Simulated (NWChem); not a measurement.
# M06-2X/6-311+G(d,p) run of BH3O3 (boric acid)

What is the electronic atomisation energy of BH3O3 (boric acid) at M06-2X/6-311+G**? 

The calculation is run with NWChem 7.3.0.

3 further runs of the same task are left out: 1 that didn't finish, 2 set aside as unsound or not needed.

## Step 1: The molecule

The species is BH3O3 (7 atoms), meant as a singlet with charge 0. As SMILES, `OB(O)O`. The shape is that of a PBE0-D4/def2-TZVP optimisation. This is a higher conformer, about 20 kJ/mol above the lowest found by a separate search.

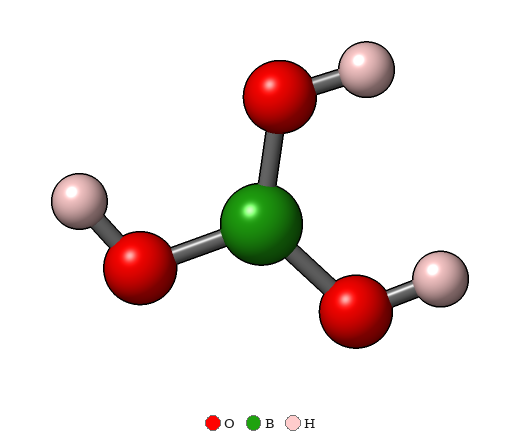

Viewed from a chosen angle; oxygen red, boron green, hydrogen pink.

## Step 2: A single-point energy at M06-2X/6-311+G(d,p) (run 1)

Input file bh3o3.nw:

```
start bh3o3
title "BH3O3 energy"
memory stack 880 mb heap 220 mb global 1100 mb

geometry units angstrom noautosym nocenter noautoz
   O       -1.109700       0.802600       0.321900
   B       -0.012200      -0.006800       0.228700
   O        0.501200      -0.469300       1.400100
   O        0.600700      -0.381300      -0.945400
   H       -1.457400       1.118600      -0.511500
   H        1.266800      -1.028200       1.254500
   H        0.210500      -0.035700      -1.748300
end

basis "ao basis" spherical bse
   * library 6-311+G**
end

dft
   xc m06-2x
   mult 1
   grid lebedev 150 18
   convergence energy 1e-08
   iterations 100
   mulliken
   print low
end

task dft
```

On the command line:

```bash
$ nwchem bh3o3.nw > bh3o3.out
```

The program printed:

```text
[...]
 d= 0,ls=0.0,diis     1   -252.3704076538 -3.69D+02  1.30D-02  1.07D+00    10.6
[...]
 d= 0,ls=0.0,diis    10   -252.4819190234 -5.42D-10  2.16D-07  5.34D-10   107.0
         Total DFT energy =     -252.481919023419
      One electron energy =     -576.792654122611
           Coulomb energy =      239.101936455257
    Exchange-Corr. energy =      -31.020844249344
 Nuclear repulsion energy =      116.229642893280
[...]
      Total Density - Mulliken Population Analysis
     ---------------------------------------------
    Atom       Charge   Shell Charges
 -----------   ------   -------------------------------------------------------
    1 O    8     8.38   1.09  0.91  0.97  0.98  2.09  0.77  1.47 -0.01  0.10  0.01
    2 B    5     4.63   1.13  0.86  0.49  0.61  0.94  0.04  0.15  0.02  0.03  0.35
    3 O    8     8.39   1.09  0.91  0.97  0.98  2.10  0.77  1.47 -0.02  0.11  0.01
    4 O    8     8.40   1.09  0.91  0.97  0.98  2.09  0.77  1.50 -0.04  0.12  0.01
    5 H    1     0.74   0.27  0.37  0.04  0.07
    6 H    1     0.71   0.26  0.36  0.02  0.07
    7 H    1     0.74   0.27  0.36  0.05  0.07
[...]
```

Run time: 1.8 min. Hardware: 1 thread of Intel Xeon Platinum 8259CL at 2.50GHz (Skylake/Cascade Lake), shared host; peak memory 0.15 GiB.

## Step 3: The B atom, same level (run 2)

Input file nw.xyz:

```xyz
1
B
B      0.000000     0.000000     0.000000
```

Input file nw.nw:

```
start nw
title "B"
memory 2200 mb

geometry units angstroms noautosym nocenter noautoz
  load format xyz nw.xyz
end

basis "ao basis" spherical bse
  B library 6-311+G**
end

dft
  xc m06-2x
  mult 2
  grid lebedev 150 18
  convergence energy 1e-08
  iterations 100
  mulliken
  print low
end

task dft energy
```

Run the same way, it converges to -24.64838 Eh (log not shown).

## Step 4: The H atom at the same level (run 3)

Input file mol.xyz:

```xyz
1
H
H      0.000000     0.000000     0.000000
```

Input file mol.nw:

```
start mol
title "H"
memory total 2200 mb

geometry units angstroms noautosym nocenter noautoz
load mol.xyz
end

basis spherical bse
* library 6-311+G**
end

dft
xc m06-2x
mult 2
grid lebedev 150 18
convergence energy 1e-08
iterations 100
mulliken
noprint "final vectors analysis"
end

task dft
```

Run the same way, it converges to -0.49813 Eh (log not shown).

## Step 5: The O atom (run 4)

Input file job.nw:

```
start job
memory 2200 mb
geometry noautosym nocenter noautoz
  O     0.000000    0.000000    0.000000
end
basis spherical bse
  * library 6-311+G**
end
dft
  xc m06-2x
  mult 3
  grid lebedev 150 18
  convergence energy 1e-08
  iterations 100
  mulliken
  noprint "final vectors analysis"
end
task dft
```

Run the same way, it converges to -75.06104 Eh (log not shown).

## Step 6: Overview of the runs

```tsv
run	level	partner	energy (Eh)	wall time
1	M06-2X/6-311+G**	base	-252.481919	1.8 min
2	UM06-2X/6-311+G**	atoms	-24.648379	4.5 s
3	UM06-2X/6-311+G**	atoms	-0.498134	1.5 s
4	UM06-2X/6-311+G**	atoms	-75.061039	7.2 s
```

## Step 7: Summary of results

At M06-2X/6-311+G**:

| quantity | value |
| --- | --- |
| O atom: total energy | -75.06104 Eh |
| O atom: ⟨S²⟩ | 2.005 |
| electronic atomisation energy | 31.457 eV |

In words: Taking the molecule apart into free atoms costs 31.46 eV (725 kcal/mol), before zero-point energy and without spin-orbit coupling. All runs together took 2 min, the longest 1.8 min.
